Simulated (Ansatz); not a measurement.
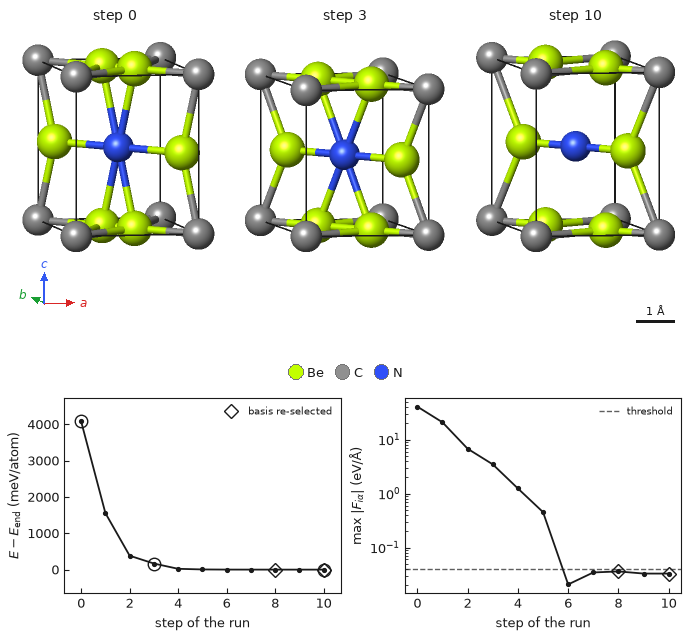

Frames of a relaxation of crystalline Be$_{4}$CN (a generated structure, set up in Cmmm) (coarse preliminary run), marked on the history of the run. A ball-and-stick model of the cell of the calculation, seen slightly off an axis.

Method: DFT PBE, scalar-relativistic, plane waves, PAW in Ansatz 0.2.0.

Input file:
```yaml
crystal:
  lattice:
    - [2.10834104, -2.50038718, 0.0]
    - [2.10834104, 2.50038718, 0.0]
    - [0.0, 0.0, 4.26726644]
  atoms:
    - { symbol: Be, position: [0.601026, 0.398974, 0.0] }
    - { symbol: Be, position: [0.10263001, 0.89736999, 0.5] }
    - { symbol: Be, position: [0.89736999, 0.10263001, 0.5] }
    - { symbol: Be, position: [0.398974, 0.601026, 0.0] }
    - { symbol: C, position: [0.0, 0.0, 0.0] }
    - { symbol: "N", position: [0.5, 0.5, 0.5] }
basis:
  ecutwfc: 420
kpoints:
  mp_grid: { grid: [6, 6, 4] }
hamiltonian:
  xc: pbe
scf:
  occupations: { method: gaussian, width: 0.1 }
  lower_state_search: "off"
output:
  forces: true
  stress: true
  eigenvalues: true
relax:
  adjacent_minimum: "off"
  f_tol: 0.04
  max_steps: 70
  cell: { stress_tol: 0.4 }
```

Command:
```bash
ansatz run input.yaml --threads 1 --pin off --max-ram 2048MiB --backend cpu --events-out ev --progress --plain --runs-dir out
```

> What happens along the run?

The largest moves relative to the cell, 0.44 Å, are those of Be2 and Be3. Be3 goes along [−1 1 0]. C and N stay in place. The volume changes by −0.6 %, with a = b unchanged at 3.271 Å, c 4.267 → 4.342 Å (+1.8 %), γ 99.7° → 105.8°. Some distances before and after: Be2–Be3 1.026 → 1.958 Å, Be1–Be4 1.010 → 1.882 Å, Be2–N6 1.987 → 1.630 Å, Be1–C5 1.995 → 1.668 Å. Bonds break: Be1–Be4 (1.01 → 1.88 Å), Be2–Be3 (1.03 → 1.96 Å). The space group stays Cmmm (No. 65). Over 8 accepted moves (10 points after the start) the energy falls by 4080 meV per atom. Largest force component: 41 eV/Å at the start, 0.033 eV/Å at the end. Pressure: 47.16 GPa at the start and −0.11 GPa at the end. At 2 points the geometry stayed and the basis and grid were re-selected for the new cell (energy shift of 0.4 meV per atom at most each time). Cost: 39 s on 1 thread of Arm Neoverse N1, on a shared host, peak memory 0.32 GiB. From step 0 to 3: Be atoms move most (0.30 Å), volume −12.8 %, energy −3912 meV per atom. From step 3 to 10: Be atoms move most (0.15 Å), volume +13.9 %, energy −168 meV per atom.

| step | E − E(0), meV/atom | largest force component, eV/Å | pressure, GPa | volume, Å³/atom | note |
| --- | --- | --- | --- | --- | --- |
| 0 | 0.00 | 40.6697 | 47.16 | 7.499 |  |
| 1 | -2523.39 | 20.8356 | 36.72 | 6.819 |  |
| 2 | -3696.33 | 6.7558 | 23.83 | 6.386 |  |
| 3 | -3911.94 | 3.4692 | 13.97 | 6.541 |  |
| 4 | -4057.13 | 1.2416 | 7.23 | 6.991 |  |
| 5 | -4074.64 | 0.4529 | 2.93 | 7.245 |  |
| 6 | -4078.48 | 0.0207 | -1.05 | 7.526 |  |
| 7 | -4079.01 | 0.0345 | -0.17 | 7.461 |  |
| 8 | -4079.41 | 0.0361 | -0.10 | 7.461 | same geometry, new basis |
| 9 | -4079.52 | 0.0329 | -0.11 | 7.452 |  |
| 10 | -4079.51 | 0.0329 | -0.11 | 7.452 | same geometry, new basis |
